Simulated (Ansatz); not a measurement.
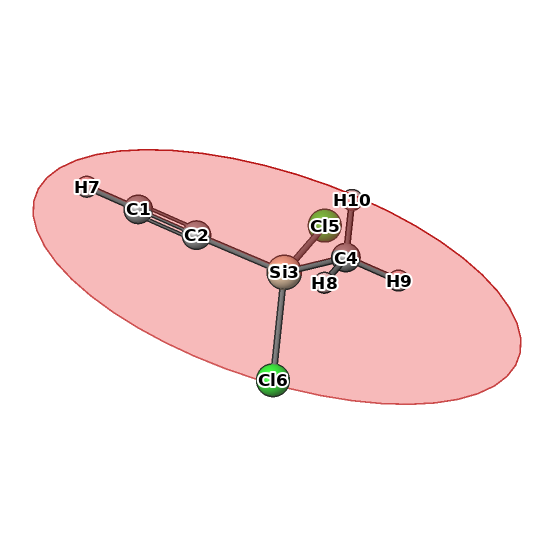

A disc through the centre of mass is drawn in. Depth is shown by fading: the farther an atom, the more it takes the colour of the background. Computed geometry: PBE-D4/def2-SVP optimisation. No frequency run is at hand to confirm it as a minimum.

Is the plane of the disc a mirror plane of the structure?

Answer. Yes. The reflection leaves C1, C2, Si3, C4, H7, H9 in place and moves Cl5 ↔ Cl6; H8 ↔ H10. The point group is Cs.
